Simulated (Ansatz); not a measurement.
Two G0W0 runs on NbS2Br2 (layers cut from the bulk crystal).

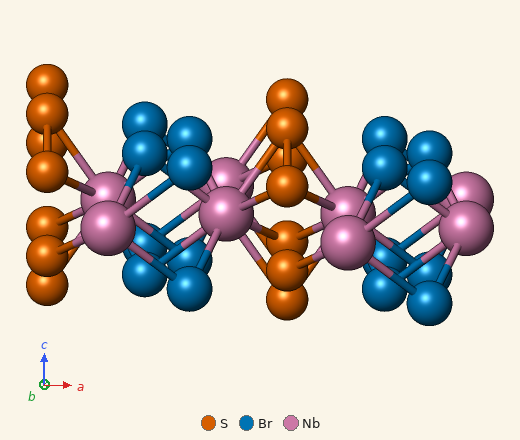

The structure (sulfur orange, bromine blue, niobium pink). Bonds to atoms that aren't drawn are left out. 2×2×1 cells are drawn.

The cell holds 10 atoms: 4 S, 4 Br and 2 Nb. Its edges and angles: a = 6.442 Å, b = 6.437 Å, c = 31.300 Å, α = 90.0°, β = 90.0°, γ = 120.0°. It derives from NbS2Br2. Vacuum lies along c.

```xyz
10
Lattice="6.4420 0.0276 0.0000 -3.2395 5.5620 0.0000 0.0000 0.0000 31.3000" Properties=species:S:1:pos:R:3
S    -2.5158    5.2753   13.6298
Br    0.5678    4.4905   14.1092
Br    3.0874    2.2336   14.1092
S    -0.0980    1.1241   14.8122
Nb    2.0486    0.2528   15.6500
Nb    2.8032    4.4166   15.6500
S    -1.4921    3.5177   16.4878
Br    1.7645    2.4359   17.1908
Br    4.2840    0.1790   17.1908
S    -2.3138    4.9285   17.6702
```

The structure was relaxed with PBEsol-D3(BJ). The runs that relaxed it are not among those shown. PAW set soft_2, made with PBE.

The first (Ansatz 0.2.0; start PBEsol, 3×3×1 mesh, 902 empty bands, screening to 50 eV; 4 threads of Arm Neoverse V2, shared host) gave, on its mesh: starting gap 1.66 eV, G0W0 gap 3.11 eV, mean of 1 + 4πα/V (set by the cell height) 1.82, 9.8 min.

The second gave: starting gap 1.66 eV, G0W0 gap 3.05 eV, mean of 1 + 4πα/V (set by the cell height) 1.82, 2.5 min.

Question: What was changed in the input? Choose among start, files, mesh, bands and cutoff, frequency model or another key.

Changed: empty bands from 902 to 378 and screening cutoff (eV) from 50.0 to 28. The starting gap stayed, which rules out the functional and points to the GW step. Other changes could give like numbers; this is the one that was made.

Limits: not at the basis limit; coarse mesh for a sheet; no spin-orbit coupling.

[Paths, hosts, dates, memory and timing lines, banners, echoed tables and standing remarks are left out of the program output.]

[Logs are printed without paths, hosts, clocks, repeated set-up lines and the standing remarks that a program may print on its own settings, such as how far it seeks lower states.]

[Runs of the session that timed out or met a known fault of the program may be left out.]

[Cells called generated may have been cut or substituted from an entry of the Crystallography Open Database or the Materials Project.]

[Hosts, paths, dates, database ids (printed as entryN), source tags and the programs' standing remarks are cut or masked in the printed files.]
